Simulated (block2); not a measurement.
# CH6Si (methylsilane): DMRG/STO-6G

Aim: the energy change on altering one bond length of CH6Si (methylsilane) at DMRG/STO-6G, from 2 runs. Input form: a Python script.

Program for the calculation: block2 0.5.4.

3 further runs of the same task are left out: 3 that didn't finish. Runs told in other sessions of the task aren't counted.

### 1 The system as given

CH6Si: 8 atoms, total charge 0, spin state singlet. As SMILES, `C[SiH3]`. The coordinates come from a PBE0-D4/def2-TZVP relaxation.

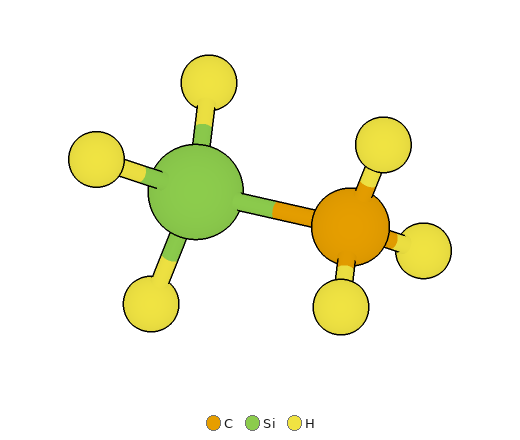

The structure, seen from a chosen angle (carbon amber, silicon green, hydrogen yellow).

### 2 A single-point energy at DMRG/STO-6G

Contents of block2_dmrg.py:

```python
import numpy as np
from pyscf import cc, dft, gto, mcscf, mp, scf
from pyblock2._pyscf.ao2mo import integrals as itg
from pyblock2.driver.core import DMRGDriver, SymmetryTypes
from scipy.stats import linregress

geom = """
C     -0.181500     0.239740    -0.940300
Si     0.162420    -0.214550     0.841500
H     -1.240470     0.112510    -1.175580
H      0.395470    -0.391420    -1.619800
H      0.086600     1.280720    -1.133860
H     -0.624960     0.646220     1.765390
H      1.605560    -0.040010     1.159870
H     -0.203110    -1.633210     1.102780
"""
mol = gto.M(
    atom=geom,
    basis="sto-6g",
    verbose=3,
)
print("basis functions: %d" % (mol.nao))
mf = scf.RHF(mol)
mf.conv_tol = 1e-10
mf.max_cycle = 200
mf.kernel()
if not mf.converged:
    mf = mf.newton().run(mf.mo_coeff, mf.mo_occ)
print(f"E(HF): {mf.e_tot:.10f}")
ref = mf
pt = mp.MP2(ref, frozen=6).run()
mycc = cc.CCSD(ref, frozen=6)
mycc.max_cycle = 150
mycc.kernel()
print(f"E(MP2): {pt.e_tot:.10f}")
if mycc.converged:
    print(f"CCSD total energy: {mycc.e_tot:.10f}")
    print(f"CCSD(T) total energy: {mycc.e_tot + mycc.ccsd_t():.10f}")
    print("T1 diagnostic: %.4f" % (mycc.get_t1_diagnostic()))
ks = dft.RKS(mol, xc="pbe").set(conv_tol=1e-9, verbose=3).run()
if ks.converged:
    print("E(PBE): %.8f" % (ks.e_tot))
ks = dft.RKS(mol, xc="wb97x").set(conv_tol=1e-9, verbose=3).run()
if ks.converged:
    print(f"E(wB97X): {ks.e_tot:.8f}")
ks = dft.RKS(mol, xc="m062x").set(conv_tol=1e-9, verbose=3).run()
if ks.converged:
    print("E(M06-2X): %.8f" % (ks.e_tot))
occ_no, mo = mcscf.addons.make_natural_orbitals(mp.MP2(mf, frozen=6).run())
mf.mo_coeff = mo
ncas, n_elec, spin, ecore, h1e, g2e, orb_sym = itg.get_rhf_integrals(mf, ncore=6, ncas=14, pg_symm=False, g2e_symm=8)
dmrg = DMRGDriver(scratch="./tmp", symm_type=SymmetryTypes.SU2, stack_mem=1500 << 20, n_threads=1)
dmrg.initialize_system(n_sites=ncas, n_elec=n_elec, spin=spin, orb_sym=orb_sym)
mpo = dmrg.get_qc_mpo(h1e=h1e, g2e=g2e, ecore=ecore, iprint=0)
occs = np.array([1.7] * 7 + [0.3] * 7)
psi = dmrg.get_random_mps(tag="GS", bond_dim=50, nroots=1, occs=occs)
bond_dims = [50] * 4 + [75] * 3 + [100] * 2
noises = [0.0001] * 4 + [0.0001] * 3 + [1e-05] * 2 + [0]
thrds = [1e-08] * 9
e = dmrg.dmrg(mpo, psi, n_sweeps=15, tol=1e-06, bond_dims=bond_dims, noises=noises, thrds=thrds, iprint=1)
ms, dws, es = dmrg.get_dmrg_results()
print("discarded weight: %.3e" % (dws[-1]))
print(f"total energy: {e:.10f}")
dm1 = dmrg.get_1pdm(psi)
print("occupation numbers:", np.round(np.linalg.eigvalsh(dm1)[::-1], 5).tolist())
c_act = mf.mo_coeff[:, 6:20]
dm_ao = c_act @ dm1 @ c_act.T + 2 * mf.mo_coeff[:, :6] @ mf.mo_coeff[:, :6].T
print("dipole / D:", np.round(scf.hf.dip_moment(mol, dm_ao, verbose=0), 4).tolist())
print("largest bipartite entropy: %.4f" % (max(dmrg.get_bipartite_entanglement(psi))))
csf, coef = dmrg.get_csf_coefficients(psi, cutoff=0.05, iprint=1)
print("c0^2: %.4f" % (np.max(np.abs(coef)) ** 2))
psi = dmrg.adjust_mps(psi, dot=2)[0]
back = [90, 75, 60, 45]
dmrg.dmrg(mpo, psi, n_sweeps=4 * len(back), tol=0, bond_dims=[m for m in back for _ in range(4)], noises=[0] * (4 * len(back)), thrds=[1e-9] * (4 * len(back)), iprint=1)
ms, dws, es = dmrg.get_dmrg_results()
ms, dws, es = ms[3::4], dws[3::4], np.array(es)[3::4, 0]
fit = linregress(dws, es)
print("M values:", np.round(ms, 1).tolist())
print("discarded weights:", np.round(dws, 12).tolist())
print("energies at each M:", np.round(es, 9).tolist())
print(f"E(DW -> 0): {fit.intercept:.8f}")
print("extrapolation error: %.3e" % (abs(fit.intercept - es.min()) / 5))
```

On the command line:

```sh
$ python block2_dmrg.py
```

Output:

```text
basis functions: 20
converged SCF energy = -329.18139297098
E(HF): -329.1813929710
E(RMP2) = -329.278842052466  E_corr = -0.0974490814860865
E(SCS-RMP2) = -329.29279493008  E_corr = -0.111401959099536
E(CCSD) = -329.3174622087604  E_corr = -0.1360692377802276
E(MP2): -329.2788420525
CCSD total energy: -329.3174622088
CCSD(T) correction = -0.00072140627657
CCSD(T) total energy: -329.3181836150
T1 diagnostic: 0.0033
converged SCF energy = -329.845514613528
E(PBE): -329.84551461
converged SCF energy = -330.061458733399
E(wB97X): -330.06145873
converged SCF energy = -330.010099127274
E(M06-2X): -330.01009913
E(RMP2) = -329.278842052466  E_corr = -0.0974490814860865
E(SCS-RMP2) = -329.29279493008  E_corr = -0.111401959099536

Sweep =    0 | Direction =  forward | Bond dimension =   50 | Noise =  1.00e-04 | Dav threshold =  1.00e-08
Time elapsed =      0.594 | E =    -329.2849775043 | DW = 2.36480e-05

Sweep =    1 | Direction = backward | Bond dimension =   50 | Noise =  1.00e-04 | Dav threshold =  1.00e-08
Time elapsed =      1.306 | E =    -329.3085291828 | DE = -2.36e-02 | DW = 1.60604e-04

Sweep =    2 | Direction =  forward | Bond dimension =   50 | Noise =  1.00e-04 | Dav threshold =  1.00e-08
Time elapsed =      1.969 | E =    -329.3109240755 | DE = -2.39e-03 | DW = 2.28266e-04

Sweep =    3 | Direction = backward | Bond dimension =   50 | Noise =  1.00e-04 | Dav threshold =  1.00e-08
Time elapsed =      2.608 | E =    -329.3118606722 | DE = -9.37e-04 | DW = 2.53524e-04

Sweep =    4 | Direction =  forward | Bond dimension =   75 | Noise =  1.00e-04 | Dav threshold =  1.00e-08
Time elapsed =      3.550 | E =    -329.3128686638 | DE = -1.01e-03 | DW = 8.36700e-05

Sweep =    5 | Direction = backward | Bond dimension =   75 | Noise =  1.00e-04 | Dav threshold =  1.00e-08
Time elapsed =      4.781 | E =    -329.3136152408 | DE = -7.47e-04 | DW = 1.75799e-04

Sweep =    6 | Direction =  forward | Bond dimension =   75 | Noise =  1.00e-04 | Dav threshold =  1.00e-08
Time elapsed =      5.998 | E =    -329.3142619789 | DE = -6.47e-04 | DW = 1.99870e-04

Sweep =    7 | Direction = backward | Bond dimension =  100 | Noise =  1.00e-05 | Dav threshold =  1.00e-08
Time elapsed =      7.664 | E =    -329.3149983417 | DE = -7.36e-04 | DW = 1.10372e-04

Sweep =    8 | Direction =  forward | Bond dimension =  100 | Noise =  1.00e-05 | Dav threshold =  1.00e-08
Time elapsed =      9.820 | E =    -329.3157517279 | DE = -7.53e-04 | DW = 1.86032e-04

Sweep =    9 | Direction = backward | Bond dimension =  100 | Noise =  0.00e+00 | Dav threshold =  1.00e-07
Time elapsed =     11.616 | E =    -329.3163320785 | DE = -5.80e-04 | DW = 1.88331e-04

Sweep =   10 | Direction =  forward | Bond dimension =  100 | Noise =  0.00e+00 | Dav threshold =  1.00e-07
Time elapsed =     13.352 | E =    -329.3166532479 | DE = -3.21e-04 | DW = 1.94176e-04

Sweep =   11 | Direction = backward | Bond dimension =  100 | Noise =  0.00e+00 | Dav threshold =  1.00e-07
Time elapsed =     15.064 | E =    -329.3167475419 | DE = -9.43e-05 | DW = 1.96584e-04

Sweep =   12 | Direction =  forward | Bond dimension =  100 | Noise =  0.00e+00 | Dav threshold =  1.00e-07
Time elapsed =     16.797 | E =    -329.3167588495 | DE = -1.13e-05 | DW = 1.96319e-04

Sweep =   13 | Direction = backward | Bond dimension =  100 | Noise =  0.00e+00 | Dav threshold =  1.00e-07
Time elapsed =     18.500 | E =    -329.3167775963 | DE = -1.87e-05 | DW = 1.96996e-04

Sweep =   14 | Direction =  forward | Bond dimension =  100 | Noise =  0.00e+00 | Dav threshold =  1.00e-07
Time elapsed =     20.221 | E =    -329.3167772052 | DE = 3.91e-07 | DW = 1.95451e-04

discarded weight: 1.955e-04
total energy: -329.3167772052
occupation numbers: [1.98589, 1.98248, 1.97605, 1.97604, 1.97054, 1.97004, 1.97001, 0.03394, 0.02523, 0.02521, 0.02179, 0.0214, 0.02139, 0.02]
dipole / D: [-0.0304, 0.0402, -0.1576]
largest bipartite entropy: 0.5014
mps center changed (temporarily)
DTRIE T =      0.001
Number of CSF =          2 (cutoff =      0.05)
Sum of weights of included CSF =    0.920761695695665

CSF          0 22222220000000  =   -0.958020271564684
CSF          1 22222202000000  =    0.054395357952624
c0^2: 0.9178

Sweep =    0 | Direction = backward | Bond dimension =   90 | Noise =  0.00e+00 | Dav threshold =  1.00e-09
Time elapsed =      1.804 | E =    -329.3165778269 | DW = 2.36257e-04

Sweep =    1 | Direction =  forward | Bond dimension =   90 | Noise =  0.00e+00 | Dav threshold =  1.00e-09
Time elapsed =      3.483 | E =    -329.3164741019 | DE = 1.04e-04 | DW = 2.16390e-04

Sweep =    2 | Direction = backward | Bond dimension =   90 | Noise =  0.00e+00 | Dav threshold =  1.00e-09
Time elapsed =      5.119 | E =    -329.3164838990 | DE = -9.80e-06 | DW = 2.15199e-04

Sweep =    3 | Direction =  forward | Bond dimension =   90 | Noise =  0.00e+00 | Dav threshold =  1.00e-09
Time elapsed =      6.777 | E =    -329.3164862526 | DE = -2.35e-06 | DW = 2.15512e-04

Sweep =    4 | Direction = backward | Bond dimension =   75 | Noise =  0.00e+00 | Dav threshold =  1.00e-09
Time elapsed =      8.158 | E =    -329.3159608902 | DE = 5.25e-04 | DW = 2.80774e-04

Sweep =    5 | Direction =  forward | Bond dimension =   75 | Noise =  0.00e+00 | Dav threshold =  1.00e-09
Time elapsed =      9.359 | E =    -329.3157724697 | DE = 1.88e-04 | DW = 2.25304e-04

Sweep =    6 | Direction = backward | Bond dimension =   75 | Noise =  0.00e+00 | Dav threshold =  1.00e-09
Time elapsed =     10.533 | E =    -329.3158093883 | DE = -3.69e-05 | DW = 2.24035e-04

Sweep =    7 | Direction =  forward | Bond dimension =   75 | Noise =  0.00e+00 | Dav threshold =  1.00e-09
Time elapsed =     11.710 | E =    -329.3158125216 | DE = -3.13e-06 | DW = 2.23761e-04

Sweep =    8 | Direction = backward | Bond dimension =   60 | Noise =  0.00e+00 | Dav threshold =  1.00e-09
Time elapsed =     12.651 | E =    -329.3151888984 | DE = 6.24e-04 | DW = 2.81295e-04

Sweep =    9 | Direction =  forward | Bond dimension =   60 | Noise =  0.00e+00 | Dav threshold =  1.00e-09
Time elapsed =     13.455 | E =    -329.3144271259 | DE = 7.62e-04 | DW = 2.08417e-04

Sweep =   10 | Direction = backward | Bond dimension =   60 | Noise =  0.00e+00 | Dav threshold =  1.00e-09
Time elapsed =     14.244 | E =    -329.3144891188 | DE = -6.20e-05 | DW = 1.83418e-04

Sweep =   11 | Direction =  forward | Bond dimension =   60 | Noise =  0.00e+00 | Dav threshold =  1.00e-09
Time elapsed =     15.050 | E =    -329.3145283304 | DE = -3.92e-05 | DW = 1.82066e-04

Sweep =   12 | Direction = backward | Bond dimension =   45 | Noise =  0.00e+00 | Dav threshold =  1.00e-09
Time elapsed =     15.662 | E =    -329.3140726318 | DE = 4.56e-04 | DW = 3.78731e-04

Sweep =   13 | Direction =  forward | Bond dimension =   45 | Noise =  0.00e+00 | Dav threshold =  1.00e-09
Time elapsed =     16.175 | E =    -329.3124569734 | DE = 1.62e-03 | DW = 2.82397e-04

Sweep =   14 | Direction = backward | Bond dimension =   45 | Noise =  0.00e+00 | Dav threshold =  1.00e-09
Time elapsed =     16.670 | E =    -329.3124990708 | DE = -4.21e-05 | DW = 2.45385e-04

Sweep =   15 | Direction =  forward | Bond dimension =   45 | Noise =  0.00e+00 | Dav threshold =  1.00e-09
Time elapsed =     17.178 | E =    -329.3125269819 | DE = -2.79e-05 | DW = 2.38013e-04

M values: [90, 75, 60, 45]
discarded weights: [0.000215511976, 0.000223761495, 0.000182065607, 0.000238013232]
energies at each M: [-329.316486253, -329.315812522, -329.31452833, -329.312526982]
E(DW -> 0): -329.31910717
extrapolation error: 5.242e-04
```

Run time: 47 s. Hardware: 1 thread of Arm Neoverse V2, shared host; peak memory 0.34 GiB.

[end of part 1 of 2]
